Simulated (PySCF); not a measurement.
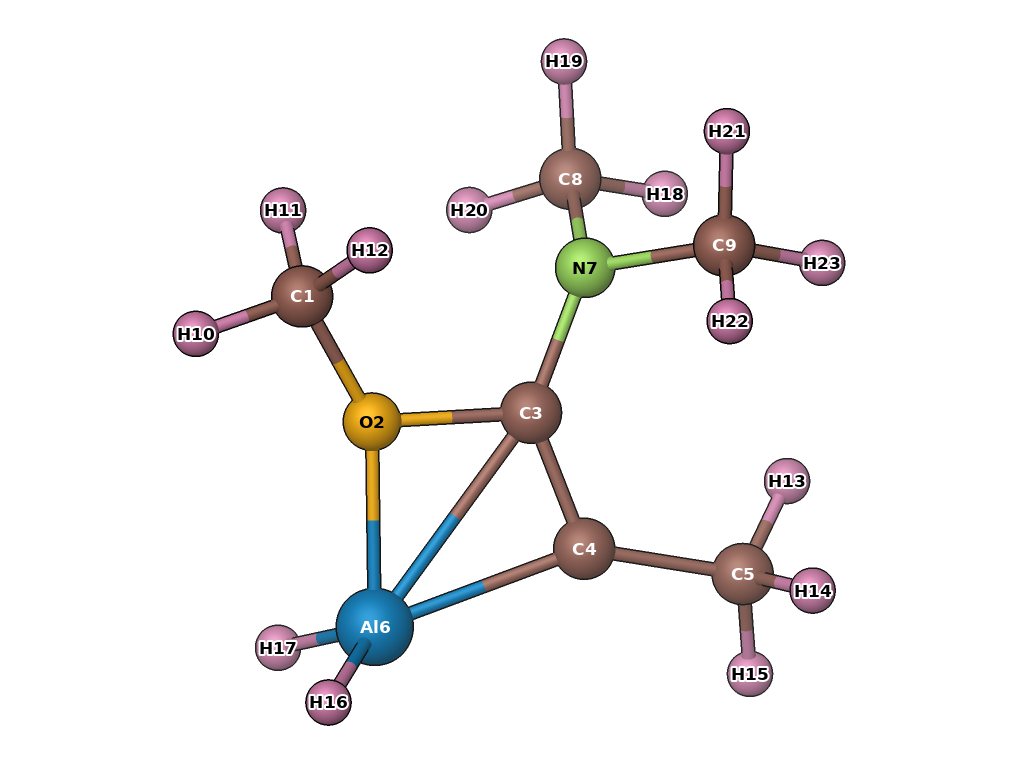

The geometry was computed by an optimisation with GFN2-xTB. No frequency run is at hand to confirm it as a minimum. Electric field gradients from the ground-state density, PBE0/pcSseg-1 (PySCF 2.14.0), non-relativistic apart from any core potentials.

Give the largest field-gradient component, the quadrupole coupling constant and the asymmetry for 17O at O2 (Q = −25.6 mb), 27Al at Al6 (Q = 146.6 mb), 14N at N7 (Q = 20.44 mb), 2H at H10 (Q = 2.86 mb), 2H at H11 (Q = 2.86 mb).

```
atom  V_zz (a.u.)  e²qQ/h (MHz)     η
  O2       −1.910         11.49  0.82
 Al6        0.911          31.4  0.46
  N7       −1.346         −6.46  0.02
 H10        0.303         0.204  0.09
 H11        0.295         0.198  0.10
```

The geometry is semi-empirical. Around Al such bond lengths and angles can be off by a tenth of an ångström or more and by several degrees, and values that hang on the shape move with them.
